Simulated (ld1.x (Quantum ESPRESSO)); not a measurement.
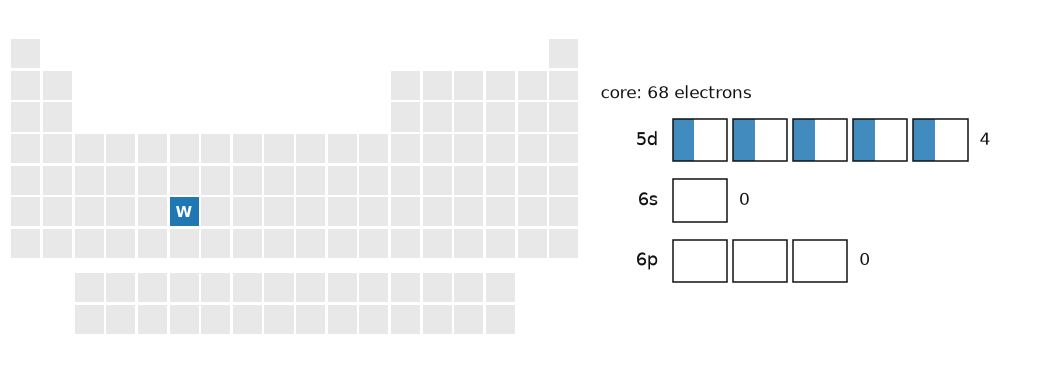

Left, the place of tungsten in the periodic table; right, the valence shells of the reference configuration: a box for each of the 2l + 1 orbitals, shaded by the share of the shell that is filled, with the electron count at the right.

# W: pseudopotential generation (part 1 of 2)

- system: tungsten (W, Z = 74), core [Xe] 4f14, reference valence 5d4 6s0 6p0 (an ion of charge +2), valence charge 6.
- method: TM potential, LDA (PZ), scalar-relativistic, made with ld1.x (Quantum ESPRESSO) 7.5

Results in brief:

- outcome: generated
- cutoffs needed: 21 Ry and 25 Ry (the cutoffs, on a coarse ladder, from which the occupation-weighted sum of valence levels, in a spherical-Bessel basis at the reference potential, stays within 10 and 1 mRy of its value at 400 Ry); ghost states and empty shells don't enter this sum
- ghost test: no ghost state below the valence levels in the s, d, p, f channels (spherical-Bessel basis up to 400 Ry, 20 bohr box)
- largest excitation error: +242 meV (all-electron minus pseudo) for 5d2 6s0 6p0, out of 7 test configurations
- range over which the phases arctan(r u′/u) at the test radius agree within 0.05 rad (a looser test near the poles than one of phase shifts): s: up to about -0.2 Ry; p: up to about 0.6 Ry; d: up to about -0.6 Ry
- hardware: 1 CPU thread, shared host
- wall time: 2.4 s

Notes:

The scattering phases part by more than π/2 and stay apart in s from about 3.0 Ry: a level there is either far displaced or one that only the pseudo-atom has.

Input file:
```
 &input
   title='W', zed=74., rel=1, dft='PZ', iswitch=3,
   config='[Xe] 4f14 5d4 6s0 6p0',
   nld=3, rlderiv=3.80, eminld=-3.0, emaxld=5.0, deld=0.02
 /
 &inputp
   pseudotype=2, tm=.true., lloc=1,
   nlcc=.false.,
   file_pseudopw='W.UPF', file_wfcaegen='ae.wfc', file_wfcncgen='nc.wfc', file_beta='beta', file_chi='chi'
 /
3
6S  1  0   0.00   0.00  3.40  3.40  0.0
5D  3  2   4.00   0.00  3.22  3.22  0.0
6P  2  1   0.00   0.00  3.48  3.48  0.0
 &test
   configts(1)='5d4 6s0 6p0'
 /
```

Input of the test run:
```
 &input
   title='W', zed=74., rel=1, dft='PZ', iswitch=2,
   config='[Xe] 4f14 5d4 6s0 6p0'
 /
 &test
   file_pseudo='W.UPF', nconf=10,
   configts(1)='5d4 6s0 6p0',
   configts(2)='5d4 6s2 6p0',
   configts(3)='5d4 6s1 6p0',
   configts(4)='5d3 6s0 6p0',
   configts(5)='5d5 6s0 6p0',
   configts(6)='5d3 6s2 6p0',
   configts(7)='5d2 6s0 6p0',
   configts(8)='5d5 6s1 6p0',
   configts(9)='5d4 6s0 6p0', lsdts(9)=1,
   configts(10)='5d4 6s2 6p0', lsdts(10)=1
 /
```

Run as:
```bash
ld1.x < W.in > W.out
```

Output:
```
     Program LD1 v.7.5
     --------------------------- All-electron run ----------------------------

     W
     scalar relativistic calculation

     atomic number is 74.00
     dft =PZ   lsd =0 sic =0 latt =0  beta=0.20 tr2=1.0E-14
     Exchange-correlation= PZ
                           (   1   1   0   0   0   0   0)
     mesh =1273 r(mesh) =  99.08072 a.u. xmin = -7.00 dx = 0.01250
     1 Ry =  13.60569312 eV, c = 137.03599908

     n l     nl                  e(Ry)          e(Ha)          e(eV)
     1 0     1S 1( 2.00)     -5104.9280     -2552.4640    -69456.0843
     2 0     2S 1( 2.00)      -882.1730      -441.0865    -12002.5750
     2 1     2P 1( 6.00)      -771.9184      -385.9592    -10502.4853
     3 0     3S 1( 2.00)      -204.0522      -102.0261     -2776.2718
     3 1     3P 1( 6.00)      -171.4083       -85.7041     -2332.1286
     4 0     4S 1( 2.00)       -42.9934       -21.4967      -584.9554
     4 1     4P 1( 6.00)       -32.2813       -16.1406      -439.2089
     3 2     3D 1(10.00)      -133.8037       -66.9019     -1820.4926
     5 0     5S 1( 2.00)        -7.0193        -3.5096       -95.5021
     5 1     5P 1( 6.00)        -4.3794        -2.1897       -59.5851
     4 2     4D 1(10.00)       -18.7051        -9.3525      -254.4952
     4 3     4F 1(14.00)        -3.6524        -1.8262       -49.6928
     5 2     5D 1( 4.00)        -1.4845        -0.7423       -20.1979
     6 0     6S 1( 0.00)        -1.4438        -0.7219       -19.6444
     6 1     6P 1( 0.00)        -0.9681        -0.4841       -13.1720

     final scf error:  8.4E-15 reached in  31 iterations

     Etot =  -32264.352829 Ry,  -16132.176414 Ha, -438978.883401 eV

     Ekin =   35548.573208 Ry,   17774.286604 Ha,  483662.978035 eV
     Encl =  -79712.000023 Ry,  -39856.000012 Ha,-1084537.010533 eV
     Eh   =   12524.819385 Ry,    6262.409693 Ha,  170408.848974 eV
     Exc  =    -625.745399 Ry,    -312.872700 Ha,   -8513.699877 eV

     normalization and overlap integrals

     s(1S/1S) =  1.000000  <r> =   0.0184  <r2> =    0.0005  r(max) =   0.0115
     s(2S/2S) =  1.000000  <r> =   0.0776  <r2> =    0.0071  r(max) =   0.0661
     s(2P/2P) =  1.000000  <r> =   0.0695  <r2> =    0.0059  r(max) =   0.0541
     s(3S/3S) =  1.000000  <r> =   0.2012  <r2> =    0.0463  r(max) =   0.1865
     s(3P/3P) =  1.000000  <r> =   0.2014  <r2> =    0.0470  r(max) =   0.1842
     s(4S/4S) =  1.000000  <r> =   0.4498  <r2> =    0.2284  r(max) =   0.4204
     s(4P/4P) =  1.000000  <r> =   0.4783  <r2> =    0.2603  r(max) =   0.4419
     s(3D/3D) =  1.000000  <r> =   0.1824  <r2> =    0.0390  r(max) =   0.1490
     s(5S/5S) =  1.000000  <r> =   1.0663  <r2> =    1.2780  r(max) =   0.9593
     s(5P/5P) =  1.000000  <r> =   1.2470  <r2> =    1.7633  r(max) =   1.0870
     s(4D/4D) =  1.000000  <r> =   0.5116  <r2> =    0.3034  r(max) =   0.4531
     s(4F/4F) =  1.000000  <r> =   0.6076  <r2> =    0.4639  r(max) =   0.4257
     s(5D/5D) =  1.000000  <r> =   1.8765  <r2> =    4.1326  r(max) =   1.4858
     s(6S/6S) =  1.000000  <r> =   2.7675  <r2> =    8.5699  r(max) =   2.4804
     s(6P/6P) =  1.000000  <r> =   3.4488  <r2> =   13.3348  r(max) =   3.0677

     ------------------------ End of All-electron run ------------------------

     --------------------- Generating NC pseudopotential ---------------------

      Generating local pot.: lloc=1, matching radius rcloc =   3.4800

      Wfc   6S  rcut= 3.390  Using Troullier-Martins method

      Wfc   5D  rcut= 3.225  Using Troullier-Martins method

     ------------------- End of pseudopotential generation -------------------

     --------------------------- All-electron run ----------------------------

     W
     scalar relativistic calculation

     atomic number is 74.00
     dft =PZ   lsd =0 sic =0 latt =0  beta=0.20 tr2=1.0E-14
     Exchange-correlation= PZ
                           (   1   1   0   0   0   0   0)
     mesh =1273 r(mesh) =  99.08072 a.u. xmin = -7.00 dx = 0.01250
     1 Ry =  13.60569312 eV, c = 137.03599908

     n l     nl                  e(Ry)          e(Ha)          e(eV)
     1 0     1S 1( 2.00)     -5104.9280     -2552.4640    -69456.0843
     2 0     2S 1( 2.00)      -882.1730      -441.0865    -12002.5750
     2 1     2P 1( 6.00)      -771.9184      -385.9592    -10502.4853
     3 0     3S 1( 2.00)      -204.0522      -102.0261     -2776.2718
     3 1     3P 1( 6.00)      -171.4083       -85.7041     -2332.1286
     4 0     4S 1( 2.00)       -42.9934       -21.4967      -584.9554
     4 1     4P 1( 6.00)       -32.2813       -16.1406      -439.2089
     3 2     3D 1(10.00)      -133.8037       -66.9019     -1820.4926
     5 0     5S 1( 2.00)        -7.0193        -3.5096       -95.5021
     5 1     5P 1( 6.00)        -4.3794        -2.1897       -59.5851
     4 2     4D 1(10.00)       -18.7051        -9.3525      -254.4952
     4 3     4F 1(14.00)        -3.6524        -1.8262       -49.6928
     5 2     5D 1( 4.00)        -1.4845        -0.7423       -20.1979
     6 0     6S 1( 0.00)        -1.4438        -0.7219       -19.6444
     6 1     6P 1( 0.00)        -0.9681        -0.4841       -13.1720

     final scf error:  8.4E-15 reached in  31 iterations

     Etot =  -32264.352829 Ry,  -16132.176414 Ha, -438978.883401 eV

     Ekin =   35548.573208 Ry,   17774.286604 Ha,  483662.978035 eV
     Encl =  -79712.000023 Ry,  -39856.000012 Ha,-1084537.010533 eV
     Eh   =   12524.819385 Ry,    6262.409693 Ha,  170408.848974 eV
     Exc  =    -625.745399 Ry,    -312.872700 Ha,   -8513.699877 eV

     normalization and overlap integrals

     s(1S/1S) =  1.000000  <r> =   0.0184  <r2> =    0.0005  r(max) =   0.0115
     s(2S/2S) =  1.000000  <r> =   0.0776  <r2> =    0.0071  r(max) =   0.0661
     s(2P/2P) =  1.000000  <r> =   0.0695  <r2> =    0.0059  r(max) =   0.0541
     s(3S/3S) =  1.000000  <r> =   0.2012  <r2> =    0.0463  r(max) =   0.1865
     s(3P/3P) =  1.000000  <r> =   0.2014  <r2> =    0.0470  r(max) =   0.1842
     s(4S/4S) =  1.000000  <r> =   0.4498  <r2> =    0.2284  r(max) =   0.4204
     s(4P/4P) =  1.000000  <r> =   0.4783  <r2> =    0.2603  r(max) =   0.4419
     s(3D/3D) =  1.000000  <r> =   0.1824  <r2> =    0.0390  r(max) =   0.1490
     s(5S/5S) =  1.000000  <r> =   1.0663  <r2> =    1.2780  r(max) =   0.9593
     s(5P/5P) =  1.000000  <r> =   1.2470  <r2> =    1.7633  r(max) =   1.0870
     s(4D/4D) =  1.000000  <r> =   0.5116  <r2> =    0.3034  r(max) =   0.4531
     s(4F/4F) =  1.000000  <r> =   0.6076  <r2> =    0.4639  r(max) =   0.4257
     s(5D/5D) =  1.000000  <r> =   1.8765  <r2> =    4.1326  r(max) =   1.4858
     s(6S/6S) =  1.000000  <r> =   2.7675  <r2> =    8.5699  r(max) =   2.4804
     s(6P/6P) =  1.000000  <r> =   3.4488  <r2> =   13.3348  r(max) =   3.0677

     ------------------------ End of All-electron run ------------------------

     Computing logarithmic derivative in   3.81791
     Computing logarithmic derivative in   3.81791
     Computing the partial wave expansion
     R is outside the sphere for l=    0 j= 0.00
       no projector for channel:   1
     R is outside the sphere for l=    2 j= 0.00

     ---------------------- Testing the pseudopotential ----------------------

     W
     scalar relativistic calculation

     atomic number is 74.00   valence charge is  6.00
     dft =PZ   lsd =0 sic =0 latt =0  beta=0.20 tr2=1.0E-14
     mesh =1273 r(mesh) =  99.08072 xmin = -7.00 dx = 0.01250

     n l     nl             e AE (Ry)        e PS (Ry)    De AE-PS (Ry)
     3 2     5D   1( 4.00)       -1.48452       -1.48452        0.00000
     1 0     6S   1( 0.00)       -1.44383       -1.44383        0.00000
     2 1     6P   1( 0.00)       -0.96813       -0.96813        0.00000

     eps = 3.4E-16  iter =  4

     Etot =  -32264.352829 Ry,  -16132.176414 Ha, -438978.883401 eV
     Etotps =   -12.726854 Ry,      -6.363427 Ha,    -173.157673 eV

     Ekin =      12.933926 Ry,       6.466963 Ha,     175.975032 eV
     Encl =     -17.092365 Ry,      -8.546183 Ha,    -232.553477 eV
     Ehrt =       7.539459 Ry,       3.769730 Ha,     102.579569 eV
     Ecxc =      -2.464547 Ry,      -1.232273 Ha,     -33.531865 eV
     Epseu=     -13.643328 Ry,      -6.821664 Ha,    -185.626932 eV

     ---------------------- End of pseudopotential test ----------------------
```

Output of the test run (extracts):
```
     ---------------------- Testing the pseudopotential ----------------------

     W
     scalar relativistic calculation

     atomic number is 74.00   valence charge is  6.00
     dft =PZ   lsd =0 sic =0 latt =0  beta=0.20 tr2=1.0E-14
     mesh =1273 r(mesh) =  99.08072 xmin = -7.00 dx = 0.01250

     n l     nl             e AE (Ry)        e PS (Ry)    De AE-PS (Ry)
     3 2     5D   1( 4.00)       -1.48452       -1.48452        0.00000
     1 0     6S   1( 0.00)       -1.44383       -1.44383        0.00000
     2 1     6P   1( 0.00)       -0.96813       -0.96813        0.00000

     eps = 6.4E-18  iter =  4

     Etot =  -32264.352829 Ry,  -16132.176414 Ha, -438978.883401 eV
     Etotps =   -12.726854 Ry,      -6.363427 Ha,    -173.157674 eV

     Ekin =      12.933926 Ry,       6.466963 Ha,     175.975031 eV
     Encl =     -17.092365 Ry,      -8.546183 Ha,    -232.553477 eV
     Ehrt =       7.539459 Ry,       3.769730 Ha,     102.579569 eV
     Ecxc =      -2.464547 Ry,      -1.232273 Ha,     -33.531865 eV
     Epseu=     -13.643328 Ry,      -6.821664 Ha,    -185.626932 eV

     ---------------------- End of pseudopotential test ----------------------

     ---------------------- Testing the pseudopotential ----------------------

     W
     scalar relativistic calculation

     atomic number is 74.00   valence charge is  6.00
     dft =PZ   lsd =0 sic =0 latt =0  beta=0.20 tr2=1.0E-14
     mesh =1273 r(mesh) =  99.08072 xmin = -7.00 dx = 0.01250

     n l     nl             e AE (Ry)        e PS (Ry)    De AE-PS (Ry)
     3 2     5D   1( 4.00)       -0.34408       -0.33959       -0.00448
     1 0     6S   1( 2.00)       -0.43445       -0.43706        0.00261
     2 1     6P   1( 0.00)       -0.10788       -0.11055        0.00267

     eps = 1.5E-15  iter = 10

     Etot =  -32266.202044 Ry,  -16133.101022 Ha, -439004.043258 eV
     Etotps =   -14.578727 Ry,      -7.289364 Ha,    -198.353691 eV
     dEtot_ae =      -1.849215 Ry
     dEtot_ps =      -1.851873 Ry,   Delta E=       0.002658 Ry

     Ekin =      12.079966 Ry,       6.039983 Ha,     164.356314 eV
     Encl =     -24.231477 Ry,     -12.115738 Ha,    -329.686038 eV
     Ehrt =      13.350361 Ry,       6.675181 Ha,     181.640920 eV
     Ecxc =      -3.304085 Ry,      -1.652043 Ha,     -44.954371 eV
     Epseu=     -12.473493 Ry,      -6.236746 Ha,    -169.710515 eV

     ---------------------- End of pseudopotential test ----------------------

     ---------------------- Testing the pseudopotential ----------------------

     W
     scalar relativistic calculation

     atomic number is 74.00   valence charge is  6.00
     dft =PZ   lsd =0 sic =0 latt =0  beta=0.20 tr2=1.0E-14
     mesh =1273 r(mesh) =  99.08072 xmin = -7.00 dx = 0.01250

     n l     nl             e AE (Ry)        e PS (Ry)    De AE-PS (Ry)
     3 2     5D   1( 4.00)       -0.88178       -0.87813       -0.00365
     1 0     6S   1( 1.00)       -0.91774       -0.91863        0.00089
     2 1     6P   1( 0.00)       -0.51435       -0.51636        0.00201

     eps = 3.1E-16  iter =  9

     Etot =  -32265.530750 Ry,  -16132.765375 Ha, -438994.909832 eV
     Etotps =   -13.905444 Ry,      -6.952722 Ha,    -189.193210 eV
     dEtot_ae =      -1.177921 Ry
     dEtot_ps =      -1.178590 Ry,   Delta E=       0.000669 Ry

     Ekin =      12.526561 Ry,       6.263280 Ha,     170.432543 eV
     Encl =     -20.834130 Ry,     -10.417065 Ha,    -283.462775 eV
     Ehrt =      10.356272 Ry,       5.178136 Ha,     140.904260 eV
     Ecxc =      -2.899039 Ry,      -1.449520 Ha,     -39.443436 eV
     Epseu=     -13.055109 Ry,      -6.527554 Ha,    -177.623802 eV

     ---------------------- End of pseudopotential test ----------------------

     ---------------------- Testing the pseudopotential ----------------------

     W
     scalar relativistic calculation

     atomic number is 74.00   valence charge is  6.00
     dft =PZ   lsd =0 sic =0 latt =0  beta=0.20 tr2=1.0E-14
     mesh =1273 r(mesh) =  99.08072 xmin = -7.00 dx = 0.01250

     n l     nl             e AE (Ry)        e PS (Ry)    De AE-PS (Ry)
     3 2     5D   1( 3.00)       -2.31051       -2.30593       -0.00458
     1 0     6S   1( 0.00)       -2.10629       -2.11428        0.00799  !
     2 1     6P   1( 0.00)       -1.53902       -1.53715       -0.00187

     eps = 1.8E-17  iter =  7

     Etot =  -32262.463559 Ry,  -16131.231779 Ha, -438953.178570 eV
     Etotps =   -10.837945 Ry,      -5.418972 Ha,    -147.457750 eV
     dEtot_ae =       1.889270 Ry
     dEtot_ps =       1.888910 Ry,   Delta E=       0.000361 Ry

     Ekin =      10.514206 Ry,       5.257103 Ha,     143.053055 eV
     Encl =     -12.908117 Ry,      -6.454058 Ha,    -175.623878 eV
     Ehrt =       4.462671 Ry,       2.231335 Ha,      60.717731 eV
     Ecxc =      -1.783240 Ry,      -0.891620 Ha,     -24.262217 eV
     Epseu=     -11.123464 Ry,      -5.561732 Ha,    -151.342441 eV

     ---------------------- End of pseudopotential test ----------------------

     ---------------------- Testing the pseudopotential ----------------------

     W
     scalar relativistic calculation

     atomic number is 74.00   valence charge is  6.00
     dft =PZ   lsd =0 sic =0 latt =0  beta=0.20 tr2=1.0E-14
     mesh =1273 r(mesh) =  99.08072 xmin = -7.00 dx = 0.01250

     n l     nl             e AE (Ry)        e PS (Ry)    De AE-PS (Ry)
     3 2     5D   1( 5.00)       -0.76682       -0.76079       -0.00603  !
     1 0     6S   1( 0.00)       -0.85495       -0.85150       -0.00344
     2 1     6P   1( 0.00)       -0.47400       -0.47554        0.00154

     eps = 3.2E-15  iter =  7

     Etot =  -32265.468144 Ry,  -16132.734072 Ha, -438994.058042 eV
     Etotps =   -13.839410 Ry,      -6.919705 Ha,    -188.294765 eV
     dEtot_ae =      -1.115316 Ry
     dEtot_ps =      -1.112556 Ry,   Delta E=      -0.002760 Ry

     Ekin =      14.590353 Ry,       7.295176 Ha,     198.511862 eV
     Encl =     -21.047545 Ry,     -10.523772 Ha,    -286.366431 eV
     Ehrt =      10.971440 Ry,       5.485720 Ha,     149.274051 eV
     Ecxc =      -3.071939 Ry,      -1.535970 Ha,     -41.795865 eV
     Epseu=     -15.281719 Ry,      -7.640860 Ha,    -207.918381 eV

     ---------------------- End of pseudopotential test ----------------------

     ---------------------- Testing the pseudopotential ----------------------

     W
     scalar relativistic calculation

     atomic number is 74.00   valence charge is  6.00
     dft =PZ   lsd =0 sic =0 latt =0  beta=0.20 tr2=1.0E-14
     mesh =1273 r(mesh) =  99.08072 xmin = -7.00 dx = 0.01250

     n l     nl             e AE (Ry)        e PS (Ry)    De AE-PS (Ry)
     3 2     5D   1( 3.00)       -1.01056       -1.00017       -0.01039  !
     1 0     6S   1( 2.00)       -0.98434       -0.98724        0.00290
     2 1     6P   1( 0.00)       -0.55555       -0.55613        0.00058

     eps = 1.2E-16  iter =  7

     Etot =  -32265.536191 Ry,  -16132.768095 Ha, -438994.983859 eV
     Etotps =   -13.919337 Ry,      -6.959668 Ha,    -189.382221 eV
     dEtot_ae =      -1.183362 Ry
     dEtot_ps =      -1.192482 Ry,   Delta E=       0.009120 Ry

     Ekin =      10.179402 Ry,       5.089701 Ha,     138.497813 eV
     Encl =     -20.646063 Ry,     -10.323032 Ha,    -280.903999 eV
     Ehrt =       9.776326 Ry,       4.888163 Ha,     133.013698 eV
     Ecxc =      -2.739117 Ry,      -1.369558 Ha,     -37.267582 eV
     Epseu=     -10.489885 Ry,      -5.244942 Ha,    -142.722152 eV

     ---------------------- End of pseudopotential test ----------------------

     ---------------------- Testing the pseudopotential ----------------------

     W
     scalar relativistic calculation

     atomic number is 74.00   valence charge is  6.00
     dft =PZ   lsd =0 sic =0 latt =0  beta=0.20 tr2=1.0E-14
     mesh =1273 r(mesh) =  99.08072 xmin = -7.00 dx = 0.01250

     n l     nl             e AE (Ry)        e PS (Ry)    De AE-PS (Ry)
     3 2     5D   1( 2.00)       -3.22206       -3.18389       -0.03818  !
     1 0     6S   1( 0.00)       -2.82757       -2.84325        0.01567  !
     2 1     6P   1( 0.00)       -2.17222       -2.16444       -0.00778  !

     eps = 6.3E-16  iter =  7

     Etot =  -32259.704305 Ry,  -16129.852152 Ha, -438915.637006 eV
     Etotps =    -8.096150 Ry,      -4.048075 Ha,    -110.153731 eV
     dEtot_ae =       4.648524 Ry
     dEtot_ps =       4.630704 Ry,   Delta E=       0.017820 Ry

     Ekin =       7.471680 Ry,       3.735840 Ha,     101.657391 eV
     Encl =      -8.631548 Ry,      -4.315774 Ha,    -117.438197 eV
     Ehrt =       2.059953 Ry,       1.029976 Ha,      28.027087 eV
     Ecxc =      -1.092467 Ry,      -0.546233 Ha,     -14.863769 eV
     Epseu=      -7.903768 Ry,      -3.951884 Ha,    -107.536243 eV

     ---------------------- End of pseudopotential test ----------------------

     ---------------------- Testing the pseudopotential ----------------------

     W
     scalar relativistic calculation

     atomic number is 74.00   valence charge is  6.00
     dft =PZ   lsd =0 sic =0 latt =0  beta=0.20 tr2=1.0E-14
     mesh =1273 r(mesh) =  99.08072 xmin = -7.00 dx = 0.01250

     n l     nl             e AE (Ry)        e PS (Ry)    De AE-PS (Ry)
     3 2     5D   1( 5.00)       -0.25891       -0.25382       -0.00509  !
     1 0     6S   1( 1.00)       -0.39477       -0.39550        0.00073
     2 1     6P   1( 0.00)       -0.09215       -0.09525        0.00311

     eps = 8.8E-15  iter =  9

     Etot =  -32266.088221 Ry,  -16133.044110 Ha, -439002.494610 eV
     Etotps =   -14.458457 Ry,      -7.229229 Ha,    -196.717334 eV
     dEtot_ae =      -1.735392 Ry
     dEtot_ps =      -1.731603 Ry,   Delta E=      -0.003789 Ry

     Ekin =      13.886571 Ry,       6.943286 Ha,     188.936428 eV
     Encl =     -24.366052 Ry,     -12.183026 Ha,    -331.517033 eV
     Ehrt =      13.835638 Ry,       6.917819 Ha,     188.243447 eV
     Ecxc =      -3.424104 Ry,      -1.712052 Ha,     -46.587314 eV
     Epseu=     -14.390510 Ry,      -7.195255 Ha,    -195.792862 eV

     ---------------------- End of pseudopotential test ----------------------
```

(Continued in part 2.)
